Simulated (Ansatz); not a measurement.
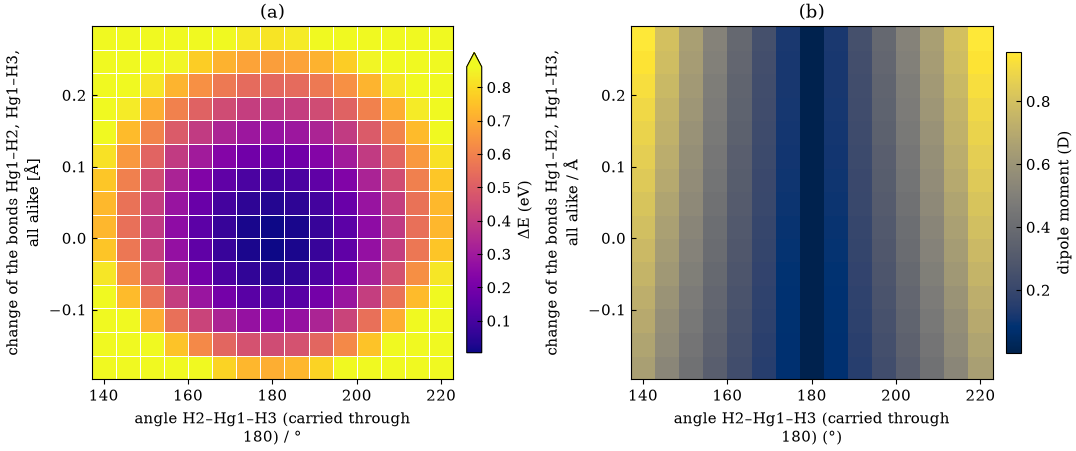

HgH2. 
- First axis: angle H2–Hg1–H3 (carried through 180). Second axis: change of the bonds Hg1–H2, Hg1–H3, all alike.
- Nothing is relaxed (all other coordinates rigid).
- Grid: 15 × 15 points; 120 points were computed and 105 follow by symmetry.
- Points are written as (first, second).
- All energies are given in eV relative to the relaxed molecule at the same level.
- Level of theory: Ansatz 0.2.0, RKS r2SCAN-D4/def2-TZVP.

Panel (a) is the energy and panel (b) the computed dipole moment on the same grid.

In the figure: one coloured cell a grid point, one colour for all values above the top of the scale.

Q: How does the dipole moment vary over the map, and what is it at the lowest grid point?

A: Leaving out the highest fifth of the energies, it runs from 0.00 D at (180.0°, −0.181 Å) to 0.86 D at (140.0°, 0.115 Å). At the lowest grid point, (180.0°, 0.016 Å), it is 0.00 D.
